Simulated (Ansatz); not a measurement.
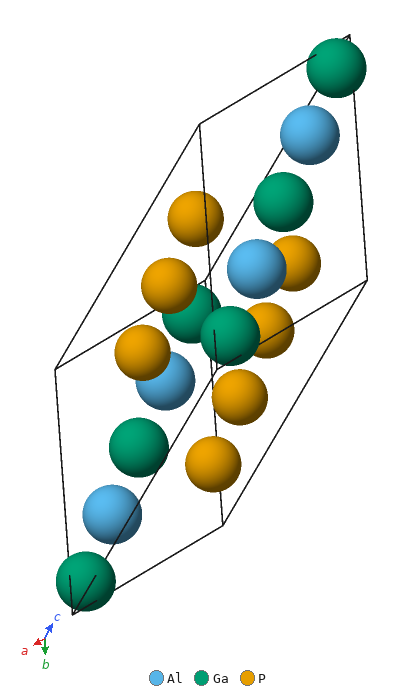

The figure gives a spheres-only picture of the atoms, viewed slightly off an axis. The simulation cell is outlined; an atom on or near a face, edge or corner is repeated at each equivalent position.

Input deck:
```yaml
crystal:
  lattice:
    - [-1.9470194178, 1.9470194178, 13.7670423679]
    - [1.9470194178, -1.9470194178, 13.7670423679]
    - [1.9470194178, 1.9470194178, -13.7670423679]
  atoms:
    - { symbol: Al, position: [0.7000018663, 0.7000018663, 0.0] }
    - { symbol: Al, position: [0.2999981337, 0.2999981337, 0.0] }
    - { symbol: Ga, position: [0.9000145246, 0.9000145246, 0.0] }
    - { symbol: Ga, position: [0.5, 0.5, 0.0] }
    - { symbol: Ga, position: [0.0999854754, 0.0999854754, 0.0] }
    - { symbol: P, position: [0.5499797375, 0.0499797375, 0.5] }
    - { symbol: P, position: [0.1502070171, 0.6502070171, 0.5] }
    - { symbol: P, position: [0.75, 0.25, 0.5] }
    - { symbol: P, position: [0.3497929829, 0.8497929829, 0.5] }
    - { symbol: P, position: [0.9500202625, 0.4500202625, 0.5] }
basis:
  ecutwfc: 420
kpoints:
  mp_grid: { grid: [10, 10, 10] }
  band_path:
    path:
      - [[0.0, 0.0, 0.0], [0.0, 0.0, 0.5], [0.25, 0.25, 0.25], [0.0, 0.5, 0.0], [0.0, 0.0, 0.0], [0.5, 0.5, -0.5], [0.25500034, 0.74499966, -0.25500034]]
      - [[-0.25500034, 0.25500034, 0.25500034], [0.0, 0.0, 0.0]]
      - [[0.0, 0.0, 0.5], [-0.01000067, 0.01000067, 0.5]]
      - [[0.5, 0.5, -0.01000067], [0.5, 0.5, -0.5]]
    npoints: 14
hamiltonian:
  xc: pbe
scf:
  occupations: { method: gaussian, width: 0.02 }
  n_extra_bands: 25
output:
  forces: true
  stress: true
  eigenvalues: true
  populations: true
  dos: { projected: true, de: 0.02, nscf_kmesh: { grid: [15, 15, 15] } }
  bader: true
  write_density: true
  write_potential: true
  elf: true
  volumetric_format: npy
```
Run as:
```sh
ansatz run input.yaml --threads 4 --pin off --max-ram 8192MiB --backend cpu --events-out ev --progress --plain --runs-dir out
```

Level of theory and settings: Ansatz, DFT PBE, scalar-relativistic, plane waves, PAW, a cutoff energy of 420 eV, k-point mesh 10×10×10, Gaussian smearing of 0.02 eV, no spin polarisation.

> List the Bader charges.

Al +2.09 e; Ga +0.84 e; P -2.08 to -0.84 e. The transfer is large, as in an ionic solid.

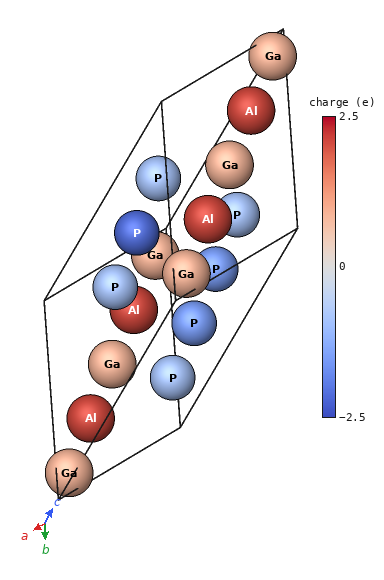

The atoms coloured by those charges.

Its origin is a structure type filled with these elements by a generator (whether the compound takes this form wasn't checked). Earlier steps of the study, as a rule a relaxation of our own, may have changed the cell and positions, so they can lie some per cent off the listed ones. It went into a calculation with Ansatz.
